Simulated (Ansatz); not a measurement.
**CH5FGeOSi: energies of removing a hydrogen from a Python script**

Aim: energies of removing a hydrogen, for CH5FGeOSi, run from a script. SMILES: F[C]1([GeH3])O[SiH2]1.

Program: Ansatz 0.2.0, driven from Python. Level of theory: CAM-B3LYP/def2-SVP. These are calculated values, not measurements.

## (1) Starting point

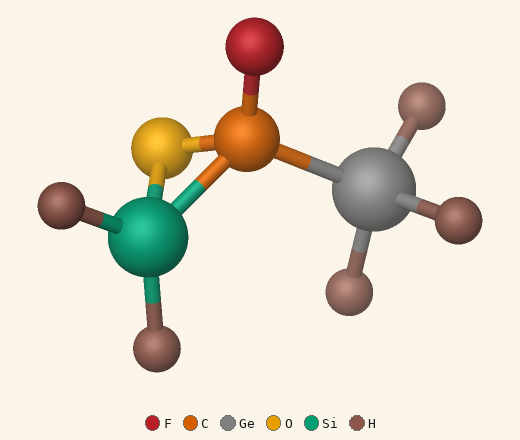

The structure that the script starts from, seen from a chosen angle (fluorine red, carbon orange, germanium grey, oxygen amber, silicon teal, hydrogen brown).

ch5fgeosi.xyz, read by the script:

```xyz
10

F    -0.17330   -0.71910   -1.95820
C    -0.24240   -0.15500   -0.69200
Ge    0.14410   -1.30400    0.80420
O    -1.24690    0.66340   -0.47110
Si    0.15370    1.62430   -0.52580
H    -0.00990   -0.50320    2.13950
H     1.67250   -1.78470    0.70940
H    -0.73510   -2.51250    0.79900
H     0.40390    2.16580    0.88800
H     0.11660    2.47380   -1.69010
```

## (2) Script

bde.py reads:

```python
"""X-H bond energies of CH5FGeOSi without relaxation."""

import ansatz as az


def total_energy(molecule, charge=0, unpaired=0):
    calc = (
        molecule.calculation()
        .basis(gaussian="def2-SVP")
        .functional("CAM-B3LYP")
        .accuracy("medium")  # preset for grids and thresholds
        .scf(lower_state_search="light")
    )
    if charge:
        calc = calc.charge(charge)
    if unpaired:
        calc = calc.spin("collinear", total=unpaired)
    report = calc.run(threads=1, pin="off").report
    if report["published_state_doubts"]:
        print("  doubts:", report["published_state_doubts"])
    return report["free_energy_ev"]

def without(molecule, index):
    rest = az.Crystal.molecule()
    for i, site in enumerate(molecule.cartesian_sites):
        if i != index:
            rest = rest.atom(site.symbol, site.position_ang)
    return rest

molecule = az.Crystal.molecule_from_extxyz("ch5fgeosi.xyz")

whole = total_energy(molecule, 0)
hydrogen = total_energy(az.Crystal.molecule().atom("H", (0, 0, 0)), 0, 1)
print(f"E(molecule) = {whole:.5f} eV, E(H) = {hydrogen:.5f} eV")
for index in [7, 9]:
    radical = total_energy(without(molecule, index), 0, 1)
    print(f"H{index}: homolysis {23.060548 * (radical + hydrogen - whole):.1f} kcal/mol")
```

## (3) The run

Command:

```
$ python bde.py
```

The log of the run:

```text
E(molecule) = -70263.73723 eV, E(H) = -13.54842 eV
H7: homolysis 86.2 kcal/mol
H9: homolysis 91.4 kcal/mol
```

Run time: 37 s. Hardware: 1 thread of Arm Neoverse V2, shared host; peak memory 0.5 GiB.

## (4) What the script built

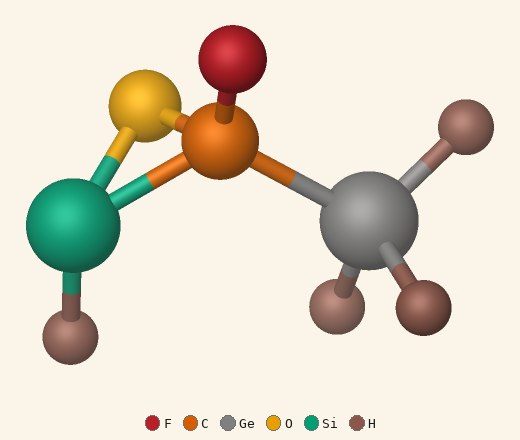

The system of run 4 as the script built it (9 atoms; fluorine red, carbon orange, germanium grey, oxygen amber, silicon teal, hydrogen brown).

## (5) What each run gave

The 4 runs, in the order started:

```
run     system  unpaired or total moment  energy (eV)  <S²>  SCF cycles  CPU time (s)
  1  CH5FGeOSi                   not set  -70263.7372  0.00          18           6.8
  2          H                         1     -13.5484  0.75           8          0.09
  3  CH4FGeOSi                         1  -70246.4505  0.75          24            13
  4  CH4FGeOSi                         1  -70246.2273  0.75          32            16
```

Totals carry meaning only in balanced differences at one level of theory.

## (6) Outcome

| quantity | value |
| --- | --- |
| weakest bond to hydrogen among those tried (homolysis) | H7 (counted from 0), 86.2 kcal/mol |
| runs compared | 4 |

In words: Atoms are numbered as in the script, from 0. The fragments aren't relaxed and zero-point energy is left out, so these aren't bond dissociation enthalpies. All 4 runs converged, in 8 to 32 cycles. The geometry is a force-field or estimated start, not a minimum of this method, and the basis set is short of its limit. All parts are taken at fixed geometry, without zero-point energy.
